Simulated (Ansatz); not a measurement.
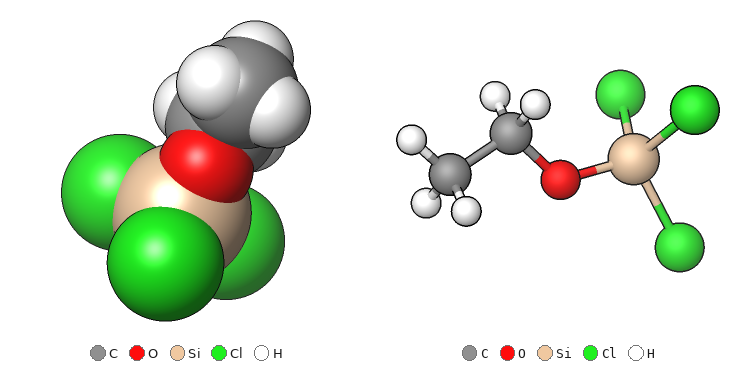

Both panels show the same species.

Description:

It has 12 atoms: 2 carbon, 5 hydrogen, 3 chlorine, 1 oxygen and 1 silicon (C2H5Cl3OSi). As SMILES it reads `CCO[Si](Cl)(Cl)Cl`. It has no ring. Among its groups: Si–O bond. This geometry has Cs symmetry. Coordination: 2 C tetrahedral; 1 O bent; 1 Si tetrahedral.

The parts below concern this one geometry. Atoms keep their numbers from picture to picture. Computed geometry: PBE0-D4/def2-TZVP optimisation.

## Shape

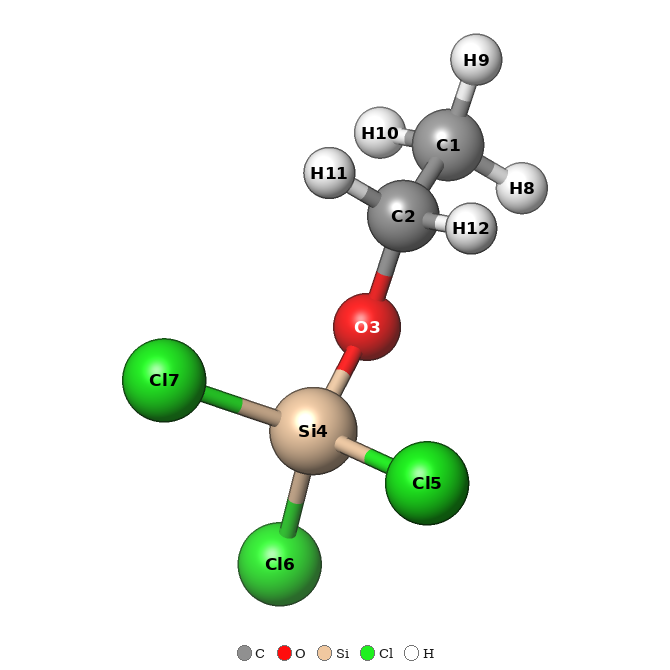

The atoms are numbered.

Give the bond lengths.

| bond | length (Å) | order |
| --- | --- | --- |
| C1–C2 | 1.505 | single |
| C1–H8 | 1.091 | single |
| C1–H9 | 1.092 | single |
| C1–H10 | 1.091 | single |
| C2–O3 | 1.427 | single |
| C2–H11 | 1.095 | single |
| C2–H12 | 1.095 | single |
| O3–Si4 | 1.607 | single |
| Si4–Cl5 | 2.034 | single |
| Si4–Cl6 | 2.018 | single |
| Si4–Cl7 | 2.034 | single |

## Electronic properties

Properties computed with RKS r2SCAN0-D4/def2-TZVPP (Ansatz 0.2.0).

Question: Estimate the HOMO–LUMO gap.

Answer: 9.59 eV.

Question: Give the dispersion correction at this level.

Answer: −11.7 kJ/mol.

Question: Estimate the HOMO energy (Kohn–Sham orbital).

Answer: −9.18 eV.

## Dipole moment

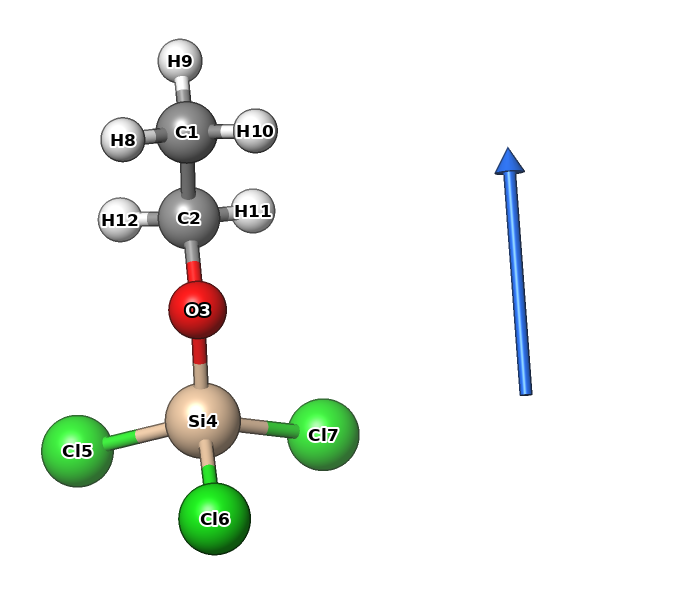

The arrow beside the molecule shows the direction of the dipole moment, from the negative to the positive end (its length means nothing). Method: RKS ωB97M-V/def2-TZVPP (Ansatz 0.2.0).

Question: Estimate the dipole moment.

Answer: 2.12 D; it points from the side of Cl6 to the side of H9 (the outermost atoms at the two ends).

## Charges

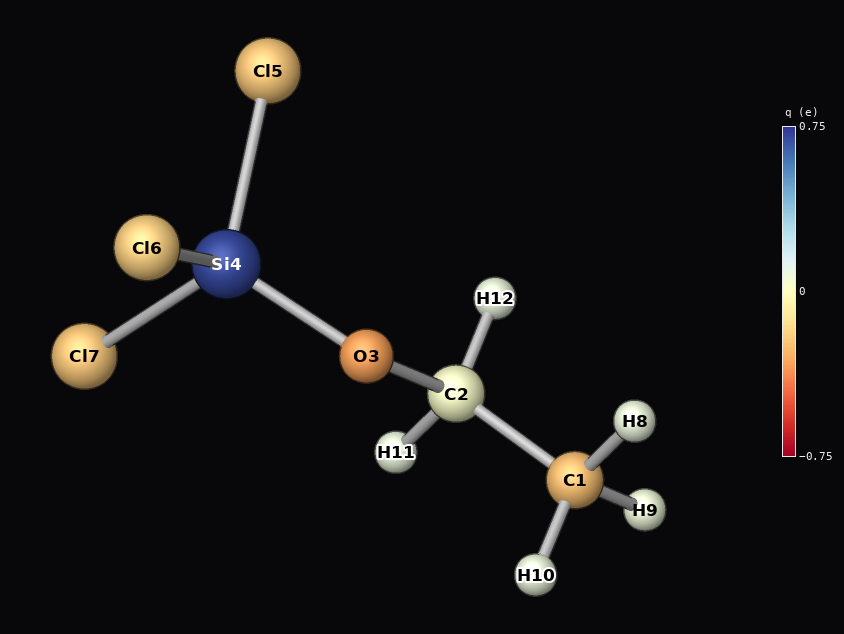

Atoms are coloured by their Mulliken charges. Method: RKS B3LYP-D4/def2-TZVPP (Ansatz 0.2.0).

List the Mulliken charges.

```json
{"atom": "C1", "value (e)": "−0.23"}
{"atom": "C2", "value (e)": "0.03"}
{"atom": "O3", "value (e)": "−0.32"}
{"atom": "Si4", "value (e)": "0.70"}
{"atom": "Cl5", "value (e)": "−0.21"}
{"atom": "Cl6", "value (e)": "−0.18"}
{"atom": "Cl7", "value (e)": "−0.21"}
{"atom": "H8", "value (e)": "0.09"}
{"atom": "H9", "value (e)": "0.08"}
{"atom": "H10", "value (e)": "0.09"}
{"atom": "H11", "value (e)": "0.09"}
{"atom": "H12", "value (e)": "0.09"}
```

Mulliken values depend strongly on the basis set and can even reverse the polarity of a bond.
